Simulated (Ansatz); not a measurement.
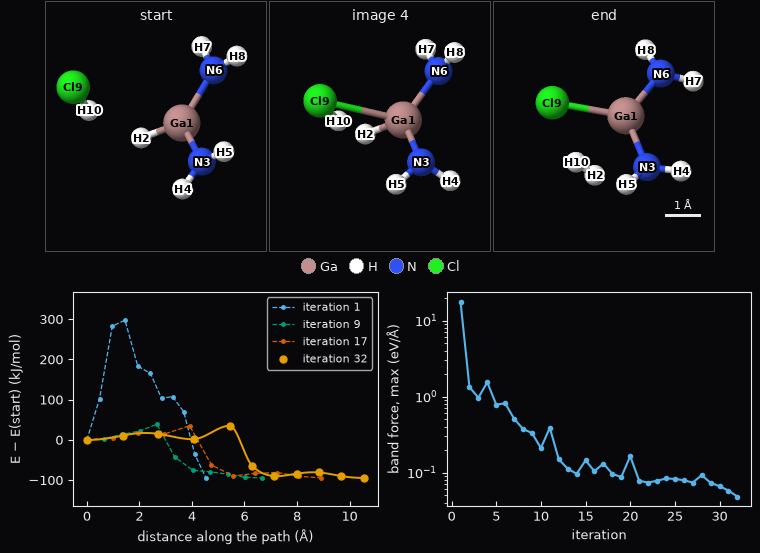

A search for the minimum-energy path of GaN$_{2}$H$_{6}$Cl by the nudged elastic band. Images are numbered from 0 (start) to 10 (end). The plot follows the band through its iterations. Style: ball-and-stick. Shown at a tilt.

Level of theory: RKS r2SCAN-D4/def2-SVP in Ansatz. Run with 9 movable images; climbing image; force threshold 0.05 eV/Å; iteration limit 60; starting path through a guess of the saddle point.

Did the band converge, and can the barrier be trusted?

The run is converged, with reservations. The band converged in 32 iterations. The largest component of the band force went from 18 to 0.048 eV/Å. The climbing image converged on the top of the path. Its vibrational analysis gives one imaginary mode (557i cm⁻¹), as a transition state must have. The first iteration put the highest image at 297.6 kJ/mol. The highest point, image 4, lies 35.2 kJ/mol above the start and 129.6 kJ/mol above the end; the end is at −94.4 kJ/mol relative to the start. The profile has 3 maxima (images 2, 4, 8) with a dip at image 3, 6 (+2.1 kJ/mol, −89.8 kJ/mol), so the process runs in steps.

Cost: 11 min on 4 threads of Arm Neoverse V1 (shared host), peak memory 0.19 GiB.
